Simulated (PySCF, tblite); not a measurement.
# C6H6O: a rotation path, then NMR shifts on frames, part 2 of 2

tblite 0.8.0 and PySCF 2.14.0. Atoms count from 0. Earlier steps stand in the parts before.

### Step 5. Shielding tensors: image 5, PBE0/pcSseg-1

What the job is given:

```
{"job": {"kind": "nmr", "xc": "PBE0", "basis": "pcSseg-1", "pop": false}, "charge": 0, "multiplicity": 1}
C      2.449000    -1.003600     0.105600
C      1.517600    -0.140200    -0.203800
C      1.028300     1.173900    -0.513200
C      0.107500     0.215200    -0.447700
C     -1.278400    -0.205900    -0.550700
C     -2.121600     0.254200     0.616700
O     -1.703800    -0.860900    -1.470100
H      2.236400    -2.045700     0.265800
H      3.474200    -0.687400     0.196500
H      1.243200     2.192700    -0.725600
H     -1.705800    -0.139900     1.542100
H     -3.143800    -0.092800     0.491100
H     -2.107300     1.340700     0.675600
```

Method: GIAO PBE0/pcSseg-1 NMR shielding, non-relativistic, gas phase.

The program printed:

```text
coarse grid: 11328 points
cycle   1  E = -306.7410366994  dE =  1.327e+00  |g| = 8.451e-01  |ddm| = 3.452e+00
cycle   2  E = -306.2009882277  dE =  5.400e-01  |g| = 1.840e+00  |ddm| = 2.910e+00
cycle   3  E = -306.8849002741  dE = -6.839e-01  |g| = 1.966e-01  |ddm| = 2.276e+00
cycle   4  E = -306.8935558593  dE = -8.656e-03  |g| = 7.397e-02  |ddm| = 2.478e-01
cycle   5  E = -306.8946573607  dE = -1.102e-03  |g| = 2.412e-02  |ddm| = 8.336e-02
cycle   6  E = -306.8948040221  dE = -1.467e-04  |g| = 6.433e-03  |ddm| = 3.202e-02
cycle   7  E = -306.8948119881  dE = -7.966e-06  |g| = 2.649e-03  |ddm| = 7.247e-03
final grid: 110688 points
cycle   8  E = -306.9481840464  dE = -2.603e-06  |g| = 1.377e-02  |ddm| = 3.023e-02
cycle   9  E = -306.9480755329  dE =  1.085e-04  |g| = 2.731e-02  |ddm| = 3.802e-02
cycle  10  E = -306.9482222268  dE = -1.467e-04  |g| = 2.416e-03  |ddm| = 2.678e-02
cycle  11  E = -306.9482234493  dE = -1.222e-06  |g| = 4.546e-04  |ddm| = 2.149e-03
cycle  12  E = -306.9482234967  dE = -4.743e-08  |g| = 1.522e-04  |ddm| = 5.845e-04
cycle  13  E = -306.9482235016  dE = -4.895e-09  |g| = 5.289e-05  |ddm| = 1.642e-04
cycle  14  E = -306.9482235023  dE = -6.613e-10  |g| = 9.463e-06  |ddm| = 5.654e-05
converged SCF energy = -306.9482235023

GIAO shielding tensors (ppm)
atom      isotropic    diamagn.    paramagn.     s11        s22        s33       span
  0 C      122.124     257.418    -135.294     52.214    135.222    178.937    126.722
  1 C       58.900     257.856    -198.955    -54.294     39.636    191.359    245.652
  2 C       53.331     254.615    -201.284    -43.483     24.142    179.335    222.818
  3 C       32.347     255.553    -223.206    -79.895      8.728    168.208    248.103
  4 C      -15.956     244.154    -260.110   -109.561    -35.847     97.539    207.101
  5 C      152.395     253.507    -101.113    129.214    136.857    191.113     61.899
  6 O     -369.669     397.105    -766.774  -1040.412   -427.431    358.835   1399.247
  7 H       27.646      32.018      -4.373     24.789     26.698     31.449      6.660
  8 H       27.654      28.215      -0.561     24.819     26.762     31.380      6.562
  9 H       24.048      33.692      -9.644     22.233     24.715     25.195      2.962
 10 H       29.263      30.331      -1.068     26.524     29.077     32.188      5.664
 11 H       29.476      28.687       0.789     26.576     27.258     34.593      8.017
 12 H       29.281      29.579      -0.297     26.280     29.145     32.418      6.138
```

Run time: 14 s. Hardware: 1 thread of AMD EPYC 7R43, shared host; peak memory 0.72 GiB.

In short: δ C4 202.9, C3 154.6, C2 133.6, C1 128.0, H9 7.67, H7 4.07 ppm.

### Step 6. Shielding tensors: image 6, PBE0/pcSseg-1

What the job is given:

```
{"job": {"kind": "nmr", "xc": "PBE0", "basis": "pcSseg-1", "pop": false}, "charge": 0, "multiplicity": 1}
C      2.532800    -1.026600    -0.051700
C      1.548600    -0.178100    -0.199100
C      0.991700     1.144400    -0.285000
C      0.117700     0.138400    -0.324400
C     -1.254800    -0.318800    -0.435600
C     -2.187400     0.368800     0.534900
O     -1.609400    -1.167100    -1.218900
H      2.369300    -2.089700    -0.042300
H      3.545200    -0.678000     0.060700
H      1.162400     2.190400    -0.375100
H     -1.841500     0.197000     1.552500
H     -3.194500    -0.021200     0.416400
H     -2.184400     1.441100     0.350000
```

With the program's defaults for keys left out, this is: GIAO PBE0/pcSseg-1 NMR shielding, non-relativistic, gas phase.

The program printed:

```text
coarse grid: 11328 points
cycle   1  E = -306.7423168896  dE =  1.323e+00  |g| = 8.431e-01  |ddm| = 3.462e+00
cycle   2  E = -306.1985801415  dE =  5.437e-01  |g| = 1.836e+00  |ddm| = 2.932e+00
cycle   3  E = -306.8860753529  dE = -6.875e-01  |g| = 1.964e-01  |ddm| = 2.294e+00
cycle   4  E = -306.8947196334  dE = -8.644e-03  |g| = 7.640e-02  |ddm| = 2.532e-01
cycle   5  E = -306.8958894032  dE = -1.170e-03  |g| = 2.544e-02  |ddm| = 8.605e-02
cycle   6  E = -306.8960502344  dE = -1.608e-04  |g| = 7.713e-03  |ddm| = 3.282e-02
cycle   7  E = -306.8960625787  dE = -1.234e-05  |g| = 3.007e-03  |ddm| = 8.670e-03
cycle   8  E = -306.8960645118  dE = -1.933e-06  |g| = 8.384e-04  |ddm| = 3.379e-03
final grid: 110688 points
cycle   9  E = -306.9493184692  dE = -1.027e-05  |g| = 1.194e-02  |ddm| = 3.067e-02
cycle  10  E = -306.9492389878  dE =  7.948e-05  |g| = 2.358e-02  |ddm| = 3.131e-02
cycle  11  E = -306.9493469208  dE = -1.079e-04  |g| = 2.215e-03  |ddm| = 2.257e-02
cycle  12  E = -306.9493479491  dE = -1.028e-06  |g| = 3.369e-04  |ddm| = 1.896e-03
cycle  13  E = -306.9493479726  dE = -2.348e-08  |g| = 1.699e-04  |ddm| = 5.287e-04
cycle  14  E = -306.9493479792  dE = -6.636e-09  |g| = 4.278e-05  |ddm| = 1.721e-04
cycle  15  E = -306.9493479797  dE = -4.279e-10  |g| = 1.027e-05  |ddm| = 4.925e-05
converged SCF energy = -306.9493479797

GIAO shielding tensors (ppm)
atom      isotropic    diamagn.    paramagn.     s11        s22        s33       span
  0 C      118.558     257.701    -139.142     46.074    130.398    179.202    133.128
  1 C       60.140     258.256    -198.116    -53.600     39.296    194.725    248.325
  2 C       49.019     254.848    -205.829    -52.063     16.997    182.124    234.187
  3 C       35.756     254.655    -218.899    -72.663     11.535    168.397    241.060
  4 C      -10.647     243.957    -254.604   -108.259    -23.204     99.522    207.781
  5 C      152.338     253.416    -101.078    131.747    135.052    190.214     58.467
  6 O     -367.776     398.402    -766.178  -1035.911   -430.090    362.672   1398.583
  7 H       27.470      31.922      -4.452     24.568     26.624     31.218      6.650
  8 H       27.518      28.427      -0.909     24.789     26.676     31.091      6.302
  9 H       23.947      33.648      -9.701     21.865     24.729     25.248      3.384
 10 H       29.332      30.125      -0.793     26.617     29.103     32.274      5.657
 11 H       29.484      28.582       0.901     26.457     27.439     34.554      8.097
 12 H       29.078      29.558      -0.480     26.021     29.023     32.190      6.169
```

Wall time 13 s (1 thread of AMD EPYC 7R43, shared host); peak memory 0.72 GiB.

In short: δ C4 197.6, C3 151.2, C2 137.9, C1 126.8, H9 7.77, H7 4.25 ppm.

### Step 7. NMR shieldings: image 8, PBE0/pcSseg-1

What the job is given:

```
{"job": {"kind": "nmr", "xc": "PBE0", "basis": "pcSseg-1", "pop": false}, "charge": 0, "multiplicity": 1}
C      2.621400    -0.996700    -0.368200
C      1.575000    -0.237700    -0.154800
C      0.962600     1.025500     0.169700
C      0.135600    -0.000400    -0.048800
C     -1.230700    -0.487300    -0.124700
C     -2.261600     0.530700     0.304400
O     -1.510000    -1.603600    -0.499600
H      2.514900    -2.036700    -0.620800
H      3.621800    -0.605000    -0.295900
H      1.088400     2.058600     0.395600
H     -2.063500     0.852000     1.325000
H     -3.255800     0.097200     0.242900
H     -2.202400     1.403900    -0.342300
```

Method: GIAO PBE0/pcSseg-1 NMR shielding, non-relativistic, gas phase.

The program printed:

```text
coarse grid: 11328 points
cycle   1  E = -306.7454273695  dE =  1.313e+00  |g| = 8.390e-01  |ddm| = 3.492e+00
cycle   2  E = -306.2490248906  dE =  4.964e-01  |g| = 1.764e+00  |ddm| = 3.080e+00
cycle   3  E = -306.8901178358  dE = -6.411e-01  |g| = 1.844e-01  |ddm| = 2.417e+00
cycle   4  E = -306.8974882364  dE = -7.370e-03  |g| = 7.770e-02  |ddm| = 2.343e-01
cycle   5  E = -306.8986288006  dE = -1.141e-03  |g| = 3.255e-02  |ddm| = 9.595e-02
cycle   6  E = -306.8988945700  dE = -2.658e-04  |g| = 9.380e-03  |ddm| = 3.955e-02
cycle   7  E = -306.8989142043  dE = -1.963e-05  |g| = 2.960e-03  |ddm| = 1.057e-02
cycle   8  E = -306.8989159840  dE = -1.780e-06  |g| = 9.466e-04  |ddm| = 3.488e-03
final grid: 110688 points
cycle   9  E = -306.9520590907  dE = -1.046e-05  |g| = 1.212e-02  |ddm| = 3.538e-02
cycle  10  E = -306.9519730194  dE =  8.607e-05  |g| = 2.426e-02  |ddm| = 3.243e-02
cycle  11  E = -306.9520887194  dE = -1.157e-04  |g| = 2.240e-03  |ddm| = 2.361e-02
cycle  12  E = -306.9520898048  dE = -1.085e-06  |g| = 2.447e-04  |ddm| = 2.022e-03
cycle  13  E = -306.9520898158  dE = -1.101e-08  |g| = 1.363e-04  |ddm| = 3.788e-04
cycle  14  E = -306.9520898198  dE = -4.032e-09  |g| = 4.924e-05  |ddm| = 1.666e-04
cycle  15  E = -306.9520898204  dE = -5.698e-10  |g| = 1.351e-05  |ddm| = 5.375e-05
converged SCF energy = -306.9520898204

GIAO shielding tensors (ppm)
atom      isotropic    diamagn.    paramagn.     s11        s22        s33       span
  0 C      112.716     258.324    -145.608     37.043    121.990    179.117    142.074
  1 C       62.447     258.427    -195.980    -53.020     39.033    201.328    254.349
  2 C       41.329     254.854    -213.525    -67.318      5.551    185.754    253.072
  3 C       43.521     252.444    -208.923    -60.852     21.921    169.494    230.347
  4 C       -0.649     244.093    -244.742   -104.983      0.827    102.210    207.192
  5 C      154.089     252.972     -98.884    134.620    137.005    190.641     56.022
  6 O     -383.943     400.294    -784.237  -1067.290   -433.570    349.030   1416.320
  7 H       27.196      31.868      -4.671     24.121     26.548     30.921      6.800
  8 H       27.290      28.698      -1.408     24.688     26.579     30.602      5.914
  9 H       23.739      33.660      -9.921     21.750     24.667     24.799      3.049
 10 H       29.036      29.738      -0.702     26.023     29.025     32.060      6.037
 11 H       29.439      28.232       1.206     26.219     27.750     34.347      8.128
 12 H       28.962      29.603      -0.642     25.907     28.905     32.074      6.167
```

Run time: 14 s. Hardware: 1 thread of AMD EPYC 7R43, shared host; peak memory 0.72 GiB.

Key values: δ C4 187.6, C2 145.6, C3 143.4, C1 124.5, H9 7.98, H7 4.52 ppm.

### Step 8. Side by side: NMR shifts

Shifts (ppm) of some atoms, chosen among heavy atoms and hydrogens apart, with basis size and wall time:

| frame | C4 | C2 | C3 | C0 | H9 | H7 | O6 | functions | time |
| --- | --- | --- | --- | --- | --- | --- | --- | --- | --- |
| image 0 | 190.8 | 154.1 | 143.3 | 70.3 | 8.70 | 4.29 | 728.8 | 149 | 14 s |
| image 2 | 195.7 | 147.5 | 149.2 | 68.0 | 8.41 | 4.18 | 723.6 | 149 | 12 s |
| image 5 | 202.9 | 133.6 | 154.6 | 64.8 | 7.67 | 4.07 | 705.7 | 149 | 14 s |
| image 6 | 197.6 | 137.9 | 151.2 | 68.4 | 7.77 | 4.25 | 703.9 | 149 | 13 s |
| image 8 | 187.6 | 145.6 | 143.4 | 74.2 | 7.98 | 4.52 | 720.0 | 149 | 14 s |

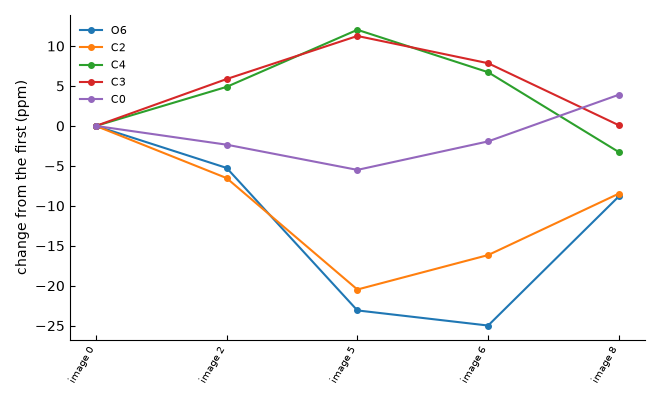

How five of the tabulated atoms move from run to run.

### Step 9. Summary of results

The summary covers parts 1 to 2.

| quantity | value |
| --- | --- |
| barrier | 0.056 eV (1.3 kcal/mol) at image 5 |
| end to end (GFN2-xTB) | 0.051 eV |
| ¹³C shifts against TMS (PBE0/pcSseg-1, image 0) | 190.8, 154.1, 143.3, 125.0, 70.3, 37.8 ppm |
| ¹H shifts against TMS (PBE0/pcSseg-1, image 0) | 8.70, 4.40, 4.29, 2.74, 2.70, 2.48 ppm |
| ¹⁷O shifts against H2O (PBE0/pcSseg-1, image 0) | 728.8 ppm |
| range of the shift of O6 | 703.9 to 728.8 ppm |

In words: Along the band the dihedral turns by 180°, and the top (dihedral 108°) lies 1.3 kcal/mol above the start (GFN2-xTB, rough), so at room temperature this motion is fast. The top was not checked by a frequency run. Shifts at one fixed geometry are not the observed spectrum, which averages over the motion. In the first frame run (image 0): The widest tensor belongs to O6: span 1466 ppm, with a paramagnetic part of -791 ppm. Across the 5 runs the shift of O6 moves most, between 703.9 (image 6) and 728.8 ppm (image 0).
